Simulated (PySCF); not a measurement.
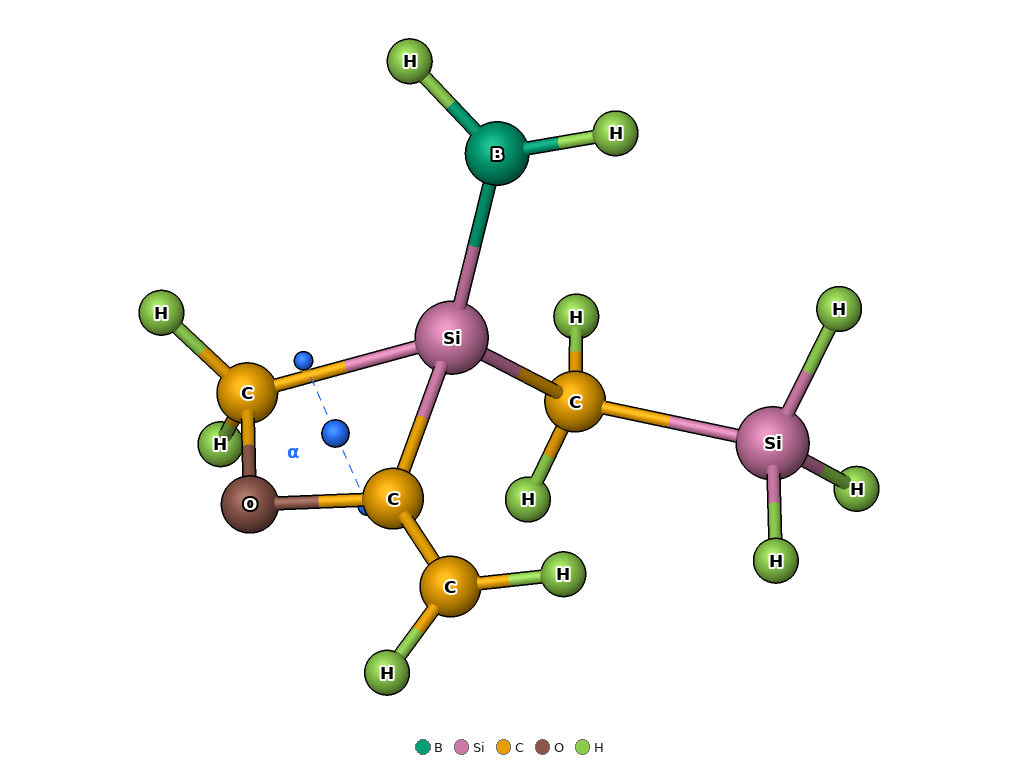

The small points mark where nucleus-independent chemical shifts (NICS) were computed: at the centre of each lettered ring and 1 Å above and below it. The computed structure is the end point of a GFN2-xTB optimisation. No frequency run is at hand to confirm it as a minimum. Level of theory: GIAO PBE0/pcSseg-1 NMR shielding, non-relativistic, gas phase (PySCF 2.14.0).

Give NICS(0), NICS(1) and the out-of-plane component NICS(1)zz for each ring (means of the two sides).

| ring | members | NICS(0) | NICS(1) | NICS(1)zz |
| --- | --- | --- | --- | --- |
| α | C2OSi | 1.0 | −0.3 | 4.0 |

Values in ppm.

The geometry is semi-empirical. Around B, Si such bond lengths and angles can be off by a tenth of an ångström or more and by several degrees, and values that hang on the shape move with them.
